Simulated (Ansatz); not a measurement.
```yaml
atoms:
  - { symbol: W, position_ang: [-0.2234, -0.3477, -0.0597] }
  - { symbol: F, position_ang: [-0.2834, -0.0960, 1.7740] }
  - { symbol: H, position_ang: [1.5654, 0.0438, -0.0471] }
  - { symbol: H, position_ang: [1.1392, 0.8420, 0.0847] }
  - { symbol: Cl, position_ang: [-2.3794, -1.1852, -0.2567] }
  - { symbol: Cl, position_ang: [0.6744, -2.4518, -0.2350] }
  - { symbol: F, position_ang: [-0.2010, 0.3653, -1.7464] }
  - { symbol: O, position_ang: [-1.7813, 2.1303, 1.0086] }
  - { symbol: H, position_ang: [-2.6764, 1.8142, 0.8272] }
  - { symbol: H, position_ang: [-1.5219, 1.6323, 1.8165] }
```

Core potentials replace the inner electrons of W; not at a stationary point (largest force 1.1 eV/Å).

The calculation used RKS PBE0/def2-SVP (Ansatz 0.2.0).

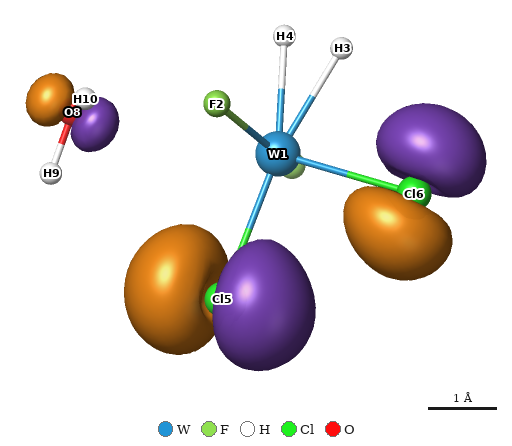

Cl₂F₂H₂W···H₂O. The HOMO−1 at ±0.15 Å⁻³ᐟ² (orange and purple are the two phases), seen across its widest extent.

Q: Describe this orbital and give its energy.

A: Its weight (Hirshfeld) is mainly on Cl5 (about 55 %) and Cl6 (about 35 %). Its energy is −8.88 eV.
